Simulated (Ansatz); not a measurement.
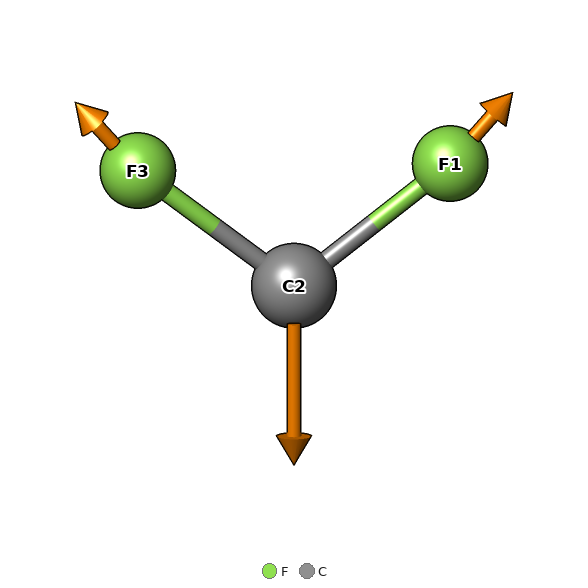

The arrows show one normal mode. Harmonic vibrations computed with RKS PBE0-D4/def2-TZVP (Ansatz 0.2.0) at a stationary point of the same level.

Q: Describe the motion.

A: Mostly in-phase stretching of 2 C–F bonds.

Q: At what wavenumber does it lie?

A: 1261 cm⁻¹; it is mode 3 of 3 counted from the lowest.
